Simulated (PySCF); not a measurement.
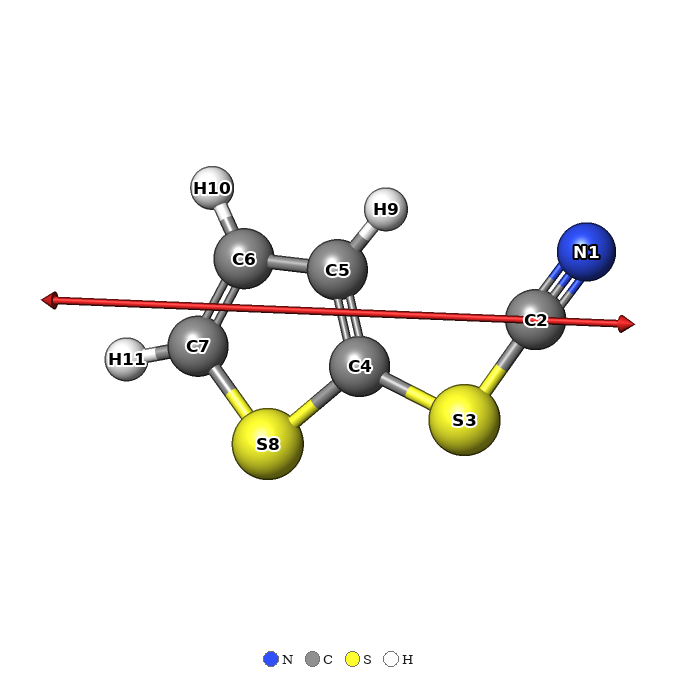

The double arrow shows the direction of the transition dipole to excited singlet state 2 (its length means nothing). The geometry was computed by an optimisation with PBE0-D3(BJ)/def2-SVP. No frequency run is at hand to confirm it as a minimum. Method: TDDFT B3LYP/def2-SVPD, vertical, gas phase, core orbitals frozen in the response (PySCF 2.14.0).

How is the transition polarised?

Answer. Nearly parallel to the C5–C6 bond.

Give its energy, strength and character.

Answer. 4.87 eV (254 nm), oscillator strength 0.20, mainly HOMO → LUMO (weight 0.90); transition dipole 3.29 D.
